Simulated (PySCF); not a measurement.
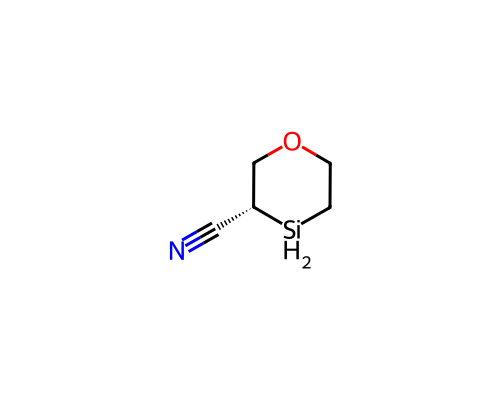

The computed structure is the end point of a GFN2-xTB optimisation. No frequency run is at hand to confirm it as a minimum. Properties computed with ωB97X-D/def2-SVPD, gas phase (PySCF 2.14.0). Excitations: vertical, linear response.

Estimate the mean static polarisability.

Answer. 88.7 bohr³.

What is the lowest vertical singlet excitation?

Answer. 7.36 eV.

Estimate the HOMO energy (Kohn–Sham orbital).

Answer. −9.88 eV.

Give the LUMO energy (Kohn–Sham orbital) at this level.

Answer. 1.83 eV.

The geometry is semi-empirical. Around Si such bond lengths and angles can be off by a tenth of an ångström or more and by several degrees, and values that hang on the shape move with them.
